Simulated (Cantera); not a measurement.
Feed: 1 mol CsCl, 0.29 mol H₂O, 52 mol N₂, held at 2.40e-6 bar.

Method: chemical equilibrium by Gibbs-energy minimisation in Cantera with the NASA 1993 tables (ideal gas, pure condensed phases). Candidate condensed phases: Cs, CsCl, CsOH, H₂O, NH₄Cl; 37 gas species. Equilibrium is a limit: real reactors are often held back by kinetics, nucleation or transport.

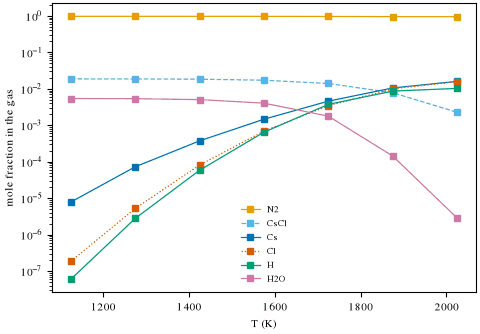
Fig. 1. Equilibrium gas composition (values under 1e-9 drawn at 1e-9)

From 1125 K to 2025 K nothing is condensed. The main Cs-bearing gas is CsCl at 1125 K and Cs at 2025 K.
